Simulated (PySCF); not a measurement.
**[Nd(SH)4]−: forces at shaken geometries**

How stiff is [Nd(SH)4]−? Its atoms are displaced at random by several amounts. The structure is generated, not taken from experiment.

The runs use PySCF 2.14.0; r2SCAN, Nd lcecp-1-SVP with ECP49, S def2-SVP, H def2-SVP; scalar-relativistic core potentials, no spin–orbit coupling.

4 further runs of the same task are left out: 2 for a known fault of the program, 1 that didn't finish, 1 set aside as unsound or not needed.

## (1) The system as given

9 atoms, charge -1, spin multiplicity 1.

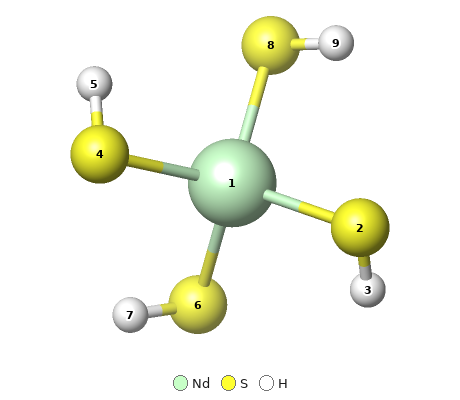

The geometry (neodymium light green, sulfur yellow, hydrogen white); atoms are numbered from 1 in the order of the file.

As a file:

```xyz
9
charge -1, multiplicity 1
Nd    0.0000    0.0000    0.0000
S     1.6977    1.5031    1.5125
H     2.6923    0.9922    0.7451
S    -1.6977   -1.5031    1.5125
H    -2.6923   -0.9922    0.7451
S     1.5031   -1.6978   -1.5124
H     0.9917   -2.6923   -0.7451
S    -1.5031    1.6978   -1.5124
H    -0.9917    2.6923   -0.7451
```

Formal oxidation states: Nd +3. Each metal's 3 4f electrons lie in its core potential, so multiplicities, spins and levels count the valence alone. An earlier session relaxed this geometry at r2SCAN, Nd lcecp-1-SVP with ECP49, S def2-SVP, H def2-SVP (singlet, point group S4).

Its energy there is -1628.817015 Eh.

## (2) Atoms moved at random, σ = 0.06 Å

run.py (the lines that set the calculation) reads:

```python
mol = gto.M(atom='''
Nd    -0.00594     0.02219     0.02486
S      1.61316     1.53471     1.47750
H      2.83445     0.99389     0.81560
S     -1.63996    -1.53621     1.51047
H     -2.75203    -0.98034     0.87605
S      1.50741    -1.67319    -1.54444
H      0.97087    -2.66594    -0.89153
S     -1.48886     1.66496    -1.54556
H     -1.03909     2.63993    -0.72295''',
    basis={'Nd': 'lcecp-1-SVP', 'S': 'def2-SVP', 'H': 'def2-SVP'},
    ecp={'Nd': 'lcecp-1-SVP'},
    charge=-1, spin=0)
mf = dft.RKS(mol, xc='R2SCAN')
mf.grids.atom_grid = (50, 194)  # f atoms: unpruned, at least (60, 302)
mf = mf.density_fit()  # fitting sets: Nd AutoAux, S def2-universal-JKFIT, H def2-universal-JKFIT
mf.conv_tol = 1e-08; mf.max_cycle = 55
mf.kernel(dm0)  # dm0: the density of the relaxed state
```

Run with:

```
$ OMP_NUM_THREADS=2 python run.py
```

## (3) Atoms moved at random, σ = 0.06 Å

run.py (the lines that set the calculation) reads:

```python
mol = gto.M(atom='''
Nd     0.00369    -0.10630    -0.05424
S      1.73615     1.53055     1.47240
H      2.76631     0.89039     0.85788
S     -1.76584    -1.46675     1.46462
H     -2.65756    -0.97652     0.78180
S      1.44657    -1.72106    -1.52447
H      1.00595    -2.63063    -0.72255
S     -1.49250     1.71951    -1.54174
H     -1.04278     2.76081    -0.73370''',
    basis={'Nd': 'lcecp-1-SVP', 'S': 'def2-SVP', 'H': 'def2-SVP'},
    ecp={'Nd': 'lcecp-1-SVP'},
    charge=-1, spin=0)
mf = dft.RKS(mol, xc='R2SCAN')
mf.grids.atom_grid = (50, 194)  # f atoms: unpruned, at least (60, 302)
mf = mf.density_fit()  # fitting sets: Nd AutoAux, S def2-universal-JKFIT, H def2-universal-JKFIT
mf.conv_tol = 1e-08; mf.max_cycle = 55
mf.kernel(dm0)  # dm0: the density of the relaxed state
```

## (4) Atoms moved at random, σ = 0.15 Å

run.py (the lines that set the calculation) reads:

```python
mol = gto.M(atom='''
Nd    -0.08230    -0.12476    -0.09344
S      1.68666     1.42370     1.31488
H      2.78216     1.12172     0.60554
S     -1.35726    -1.68970     1.67748
H     -2.74219    -0.89804     0.87679
S      1.62487    -1.58581    -1.44851
H      0.74020    -2.61184    -0.76945
S     -1.45009     1.79241    -1.40790
H     -1.20205     2.57233    -0.75539''',
    basis={'Nd': 'lcecp-1-SVP', 'S': 'def2-SVP', 'H': 'def2-SVP'},
    ecp={'Nd': 'lcecp-1-SVP'},
    charge=-1, spin=0)
mf = dft.RKS(mol, xc='R2SCAN')
mf.grids.atom_grid = (50, 194)  # f atoms: unpruned, at least (60, 302)
mf = mf.density_fit()  # fitting sets: Nd AutoAux, S def2-universal-JKFIT, H def2-universal-JKFIT
mf.conv_tol = 1e-08; mf.max_cycle = 55
mf.kernel(dm0)  # dm0: the density of the relaxed state
```

Before running it: what results should come out? Wanted: for each run, σ; energy rise; harmonic estimate −½ F·u; largest force component.

As calculated:

| σ (Å) | energy rise (eV) | harmonic estimate −½ F·u (eV) | largest force component (eV/Å) |
| --- | --- | --- | --- |
| 0.06 | 0.297 | 0.298 | 2.43 |
| 0.06 | 0.476 | 0.509 | 3.43 |
| 0.15 | 3.788 | 4.005 | 13.90 |

Every displacement raises the energy. For a harmonic well the rise equals −½ F·u; the two differ by at most 7 % here (a move with σ = 0.06 Å), from anharmonicity, the grid and the small forces left at the relaxed point. These are double-zeta-type bases without diffuse functions. Spin–orbit coupling is left out.
